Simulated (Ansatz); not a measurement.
**BS+ (triplet): one geometry, many settings at distance B1–S2 = 4.616 Å**

What do other methods and options give for BS+ (triplet) at this geometry, and how long do they take?

The runs use Ansatz 0.2.0, Gaussian basis; the settings change from run to run.

16 further runs of the same task are left out: 13 that didn't finish, 3 set aside as unsound or not needed.

### Step 1. The geometry

The geometry derives from a PBE0/def2-TZVP stationary point (not a proven minimum). One bond is set to the value named and the two fragments are kept rigid.

2 atoms, charge 1, spin multiplicity 3.

Atoms are counted from 1 here; the program's logs count them from 0.

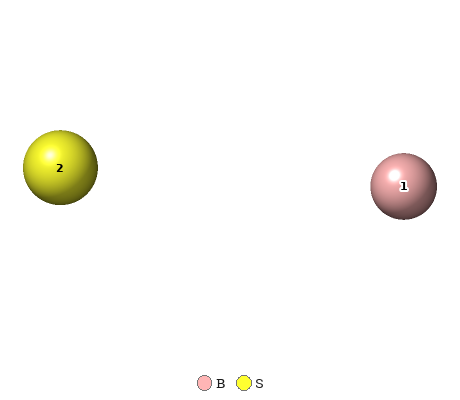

The geometry (boron pink, sulfur yellow); atoms are numbered from 1 in the order of the file.

### Step 2. MRCISD+Q(4,3)/6-31G

File in.yaml:

```yaml
crystal:
  periodic: [false, false, false]
  atoms:
    - {symbol: B, position_ang: [0.000000, 0.000000, 0.000000]}
    - {symbol: S, position_ang: [0.000000, 0.000000, 4.616000]}
basis:
  gaussian: {orbitals: 6-31G}
total_charge: 1
magnetization: {spin_polarized: false, initial_magnetization: 2}
correlation: {method: fic_mrcisd_q, electrons: all, active_space: {window: {electrons: 4, orbitals: 3}}}
scf: {lower_state_search: off}
```

Launch:

```sh
> ansatz run in.yaml --threads 1 --pin off --events-out ev --progress --plain --max-ram 2393MiB
```

What it wrote, shortened:

```text
Functional definition: HF
  name "HF"
  cite "Fock, Z. Phys. 61, 126 (1930) doi:10.1007/BF01340294"
  parent pbe
[...]
266 factors; integrals over basis functions are off by at most 4.3e-4 eV
[...]
mean field -11475.29892381 eV, -421.7094572130 hartree, gradient 2.8e-6 eV, S^2 2.000000; 0 other end points of the search recorded, 0 dependent functions left out
reference -11475.29892381 eV, -421.7094572130 hartree; 11, 9 occupied and 11, 13 virtual orbitals, 266 factors
state -11475.29892381 eV, -421.7094572130 hartree
contracted CI cycle   1: correlation 0.00000000 eV, 0.0000000000 hartree, residual 9.93e0 eV
contracted CI cycle   2: correlation -2.07930831 eV, -0.0764131710 hartree, residual 4.10e0 eV
contracted CI cycle   3: correlation -2.22946165 eV, -0.0819312046 hartree, residual 1.12e0 eV
contracted CI cycle   4: correlation -2.23754295 eV, -0.0822281866 hartree, residual 1.71e-1 eV
contracted CI cycle   5: correlation -2.23783542 eV, -0.0822389347 hartree, residual 3.25e-2 eV
contracted CI cycle   6: correlation -2.23784951 eV, -0.0822394526 hartree, residual 1.19e-2 eV
contracted CI cycle   7: correlation -2.23785320 eV, -0.0822395883 hartree, residual 7.94e-3 eV
contracted CI cycle   8: correlation -2.23785423 eV, -0.0822396261 hartree, residual 3.48e-3 eV
contracted CI cycle   9: correlation -2.23785438 eV, -0.0822396316 hartree, residual 1.35e-3 eV
state -11475.29892381 eV, -421.7094572130 hartree; corrected -11477.75948041 eV, -421.7998810003 hartree
WARN: 1 active orbitals are nearly empty or full. The corrections depend on them more than the energy does, and are more stable in an active space without them
Total energy: -11477.75948041 eV, -421.7998810003 hartree
Checks for a lower state left out: stability, starts, cluster_reference, orbital_swaps, neighbouring_geometries, increment
```

Wall time 0.97 s (1 thread of Intel Xeon Platinum 8259CL at 2.50GHz, shared host).

From the report: 2 determinants; active occupations 2.00, 1.00, 1.00. The report marks this result as in doubt.

### Step 3. MP2 on UHF/6-31G

File in.yaml:

```yaml
crystal:
  periodic: [false, false, false]
  atoms:
    - {symbol: B, position_ang: [0.000000, 0.000000, 0.000000]}
    - {symbol: S, position_ang: [0.000000, 0.000000, 4.616000]}
basis:
  gaussian: {orbitals: 6-31G}
total_charge: 1
magnetization: {spin_polarized: true, initial_magnetization: 2}
correlation: {method: mp2, electrons: all}
accuracy: high
```

Same command.

What it wrote, shortened:

```text
Functional definition: HF
  name "HF"
  cite "Fock, Z. Phys. 61, 126 (1930) doi:10.1007/BF01340294"
  parent pbe
[...]
427 factors; integrals over basis functions are off by at most 4.3e-9 eV
[...]
mean field -11475.31176065 eV, -421.7099289581 hartree, gradient 2.8e-8 eV, S^2 2.003706; 13 other end points of the search recorded, 0 dependent functions left out
reference -11475.31176065 eV, -421.7099289581 hartree; 11, 9 occupied and 11, 13 virtual orbitals, 427 factors
second order -1.40816761 eV of doubles, -0.00000000 eV of singles
Total energy: -11476.71992826 eV, -421.7616781632 hartree
```

Run time: 0.9 s. Hardware: 1 thread of Intel Xeon Platinum 8259CL at 2.50GHz, shared host.

From the report: ⟨S²⟩ of the determinant 2.004 (pure triplet: 2.00).

### Step 4. CCSDT on UHF/6-31G

Changes to in.yaml since step 3:

```diff
@@ -9,3 +9,3 @@
 magnetization: {spin_polarized: true, initial_magnetization: 2}
-correlation: {method: mp2, electrons: all}
-accuracy: high
+correlation: {method: ccsdt, electrons: outside_noble_gas}
+scf: {lower_state_search: full}
```

Launched as before.

What it wrote, shortened:

```text
Functional definition: HF
  name "HF"
  cite "Fock, Z. Phys. 61, 126 (1930) doi:10.1007/BF01340294"
  parent pbe
[...]
430 factors; integrals over basis functions are off by at most 4.7e-8 eV
[...]
mean field -11475.31176066 eV, -421.7099289586 hartree, gradient 5.3e-6 eV, S^2 2.003706; 22 other end points of the search recorded, 0 dependent functions left out
determinant -11475.31176066 eV, -421.7099289586 hartree, with singles and doubles -11477.52554691 eV, -421.7912841028 hartree
determinant -11475.16711816 eV, -421.7046134449 hartree, with singles and doubles -11477.37499773 eV, -421.7857515225 hartree
determinant -11473.89916609 eV, -421.6580170657 hartree, with singles and doubles -11475.67909860 eV, -421.7234283788 hartree
determinant -11473.88586966 eV, -421.6575284308 hartree, with singles and doubles -11475.30875094 eV, -421.7098183535 hartree
[...]
determinant -11472.30121779 eV, -421.5992935486 hartree, with singles and doubles -11473.97564878 eV, -421.6608277525 hartree
determinant -11472.29796074 eV, -421.5991738545 hartree, with singles and doubles -11472.75660718 eV, -421.6160288000 hartree
determinant -11475.31176066 eV, -421.7099289586 hartree, with singles and doubles -11477.52564354 eV, -421.7912876538 hartree
determinant -11475.16711816 eV, -421.7046134449 hartree, with singles and doubles -11477.37394280 eV, -421.7857127544 hartree
6 core orbitals not correlated: weight in the atoms' cores, before any rotation towards them, 1.000 or more for the frozen orbitals, at most 0.000 for the correlated occupied ones
reference -11475.31176066 eV, -421.7099289586 hartree; 5, 3 occupied and 11, 13 virtual orbitals, 430 factors
second order -1.29375019 eV of doubles, -0.00000000 eV of singles
cycle   1  -1.78890907 eV  change   -5.0e-1 eV  update   8.2e-2
[...]
cycle  34  -2.22244210 eV  change  -9.8e-11 eV  update   8.6e-7
Total energy: -11477.53420276 eV, -421.7916021994 hartree
```

It took 3.9 s on 1 thread of Intel Xeon Platinum 8259CL at 2.50GHz, shared host.

From the report: ⟨S²⟩ of the determinant 2.004 (pure triplet: 2.00); correlation -2.2224 eV; T1 0.009; largest double amplitude 0.16.

### Step 5. HF/6-31G

File in.yaml:

```yaml
crystal:
  periodic: [false, false, false]
  atoms:
    - {symbol: B, position_ang: [0.000000, 0.000000, 0.000000]}
    - {symbol: S, position_ang: [0.000000, 0.000000, 4.616000]}
basis:
  gaussian: {orbitals: 6-31G}
total_charge: 1
magnetization: {spin_polarized: false, initial_magnetization: 2}
hamiltonian: {xc: hf}
output: {forces: true, orbitals: {seedname: orbitals}}
```

Launched as before.

What it wrote, shortened:

```text
Functional definition: HF
  name "HF"
  cite "Fock, Z. Phys. 61, 126 (1930) doi:10.1007/BF01340294"
  parent pbe
[...]
266 factors; integrals over basis functions are off by at most 4.3e-4 eV
[...]
mean field -11475.29892381 eV, -421.7094572130 hartree, gradient 4.0e-6 eV, S^2 2.000000; 3 other end points of the search recorded, 0 dependent functions left out
[...]
reference -11475.29892381 eV, -421.7094572130 hartree; 11, 9 occupied and 11, 13 virtual orbitals, 266 factors
Total energy: -11475.29892381 eV, -421.7094572130 hartree
Atom 0 at     0.000000     0.000000     0.000000 Å, force    -0.000000     0.000000     0.107027 eV/Å
Atom 1 at     0.000000     0.000000     4.616000 Å, force     0.000000    -0.000000    -0.107027 eV/Å
Dipole moment:     0.000000    -0.000000    -3.442024 e Å
```

Wall time 0.42 s (1 thread of Intel Xeon Platinum 8259CL at 2.50GHz, shared host).

### Step 6. CCSD(T) on ROHF/6-31G

Changes to in.yaml since step 5:

```diff
@@ -9,3 +9,4 @@
 magnetization: {spin_polarized: false, initial_magnetization: 2}
-hamiltonian: {xc: hf}
-output: {forces: true, orbitals: {seedname: orbitals}}
+correlation: {method: ccsd_t, electrons: all}
+accuracy: high
+output: {forces: true}
```

Same command.

What it wrote, shortened:

```text
Functional definition: HF
  name "HF"
  cite "Fock, Z. Phys. 61, 126 (1930) doi:10.1007/BF01340294"
  parent pbe
[...]
427 factors; integrals over basis functions are off by at most 4.3e-9 eV
[...]
mean field -11475.29892530 eV, -421.7094572678 hartree, gradient 1.7e-8 eV, S^2 2.000000; 10 other end points of the search recorded, 0 dependent functions left out
[...]
determinant -11475.29892530 eV, -421.7094572678 hartree, with singles and doubles -11477.62457725 eV, -421.7949234005 hartree
determinant -11475.15773075 eV, -421.7042684637 hartree, with singles and doubles -11477.47249862 eV, -421.7893346139 hartree
determinant -11475.29892530 eV, -421.7094572678 hartree, with singles and doubles -11477.62372504 eV, -421.7948920825 hartree
determinant -11475.15773075 eV, -421.7042684637 hartree, with singles and doubles -11477.47164285 eV, -421.7893031649 hartree
reference -11475.29892530 eV, -421.7094572678 hartree; 11, 9 occupied and 11, 13 virtual orbitals, 427 factors
second order -1.40738763 eV of doubles, -0.00595190 eV of singles
cycle   1  -2.32479947 eV  change    2.8e-7 eV  update   4.3e-6
[...]
cycle  18  -2.32480203 eV  change   -1.5e-9 eV  update   1.1e-9
perturbative correction -0.00841610 eV, -0.0003092858 hartree
[...]
Total energy: -11477.63214343 eV, -421.7952014525 hartree
Atom 0 at     0.000000     0.000000     0.000000 Å, force    -0.000000    -0.000000     0.140545 eV/Å
Atom 1 at     0.000000     0.000000     4.616000 Å, force     0.000000     0.000000    -0.140545 eV/Å
Dipole moment:    -0.000000    -0.000000    -3.408543 e Å
```

Wall time 4.7 s (1 thread of Intel Xeon Platinum 8259CL at 2.50GHz, shared host).

From the report: correlation -2.3332 eV; T1 0.010; largest double amplitude 0.16.

### Step 7. NEVPT4(SD)(2,4)/6-31G

Changes to in.yaml since step 6:

```diff
@@ -9,4 +9,2 @@
 magnetization: {spin_polarized: false, initial_magnetization: 2}
-correlation: {method: ccsd_t, electrons: all}
-accuracy: high
-output: {forces: true}
+correlation: {method: fic_nevpt4_sd, electrons: valence, active_space: {window: {electrons: 2, orbitals: 4}, states: [{multiplicity: 3, weights: [1, 1, 0.5]}]}}
```

Launched as before.

What it wrote, shortened:

```text
Functional definition: HF
  name "HF"
  cite "Fock, Z. Phys. 61, 126 (1930) doi:10.1007/BF01340294"
  parent pbe
[...]
430 factors; integrals over basis functions are off by at most 4.7e-8 eV
[...]
mean field -11475.29892531 eV, -421.7094572683 hartree, gradient 2.8e-6 eV, S^2 2.000000; 9 other end points of the search recorded, 0 dependent functions left out
reference -11475.29892531 eV, -421.7094572683 hartree; 11, 9 occupied and 11, 13 virtual orbitals, 430 factors
state -11474.89092704 eV, -421.6944636084 hartree
state -11470.66592581 eV, -421.5391976770 hartree
state -11470.56738228 eV, -421.5355762689 hartree
state -11474.89092704 eV, -421.6944636084 hartree; corrected -11477.33293460 eV, -421.7842057309 hartree
state -11470.66592581 eV, -421.5391976770 hartree; corrected -11472.56896303 eV, -421.6091330047 hartree
state -11470.56738228 eV, -421.5355762689 hartree; corrected -11472.55647553 eV, -421.6086740977 hartree
state -11474.83120701 eV, -421.6922689378 hartree
state -11470.63508508 eV, -421.5380643011 hartree
state -11470.52550291 eV, -421.5340372306 hartree
state -11474.83120701 eV, -421.6922689378 hartree; corrected -11477.26297026 eV, -421.7816345887 hartree
state -11470.63508508 eV, -421.5380643011 hartree; corrected -11472.51929087 eV, -421.6073075866 hartree
state -11470.52550291 eV, -421.5340372306 hartree; corrected -11472.40948948 eV, -421.6032724599 hartree
state -11474.89092704 eV, -421.6944636084 hartree; corrected -11477.33293460 eV, -421.7842057309 hartree
state -11470.66592581 eV, -421.5391976770 hartree; corrected -11472.56896303 eV, -421.6091330047 hartree
state -11470.56738228 eV, -421.5355762689 hartree; corrected -11472.55647553 eV, -421.6086740977 hartree
[...]
Total energy: -11474.47205416 eV, -421.6790703138 hartree
```

Run time: 7.5 s. Hardware: 1 thread of Intel Xeon Platinum 8259CL at 2.50GHz, shared host.

From the report: 10 determinants; active occupations (of the averaged states) 0.80, 0.60, 0.60, 0.00.

### Step 8. All runs side by side

Where basis and cores are those of an earlier FCI/6-31G run (-11477.5336 eV), and the state is the same kind, the miss against it is given. † marks a result that the program doubts.

```csv
level,correlated,functions,energy (eV),from FCI (meV),time
"MRCISD+Q(4,3)/6-31G †",all,22,-11477.7595,,0.97 s
MP2 on UHF/6-31G,all,22,-11476.7199,,0.9 s
CCSDT on UHF/6-31G,outside noble gas,22,-11477.5342,-0.6,3.9 s
HF/6-31G,,22,-11475.2989,2234.7,0.42 s
CCSD(T) on ROHF/6-31G,all,22,-11477.6321,,4.7 s
"NEVPT4(SD)(2,4)/6-31G (mean of several states)",valence,22,-11474.4721,,7.5 s
```

### Step 9. What came out

| quantity | value |
| --- | --- |
| runs | 6 |
| quickest | HF/6-31G, 0.42 s |
| slowest | NEVPT4(SD)(2,4)/6-31G (mean of several states), 7.5 s |

In words: Total energies in different bases, with other cores or another treatment of relativity can't be set against each other. NEVPT4(SD)(2,4)/6-31G (mean of several states) took 18 times as long as HF/6-31G; the jobs differ in more than the method. Hartree-Fock, CASSCF and CASCI lack dynamic correlation by design.
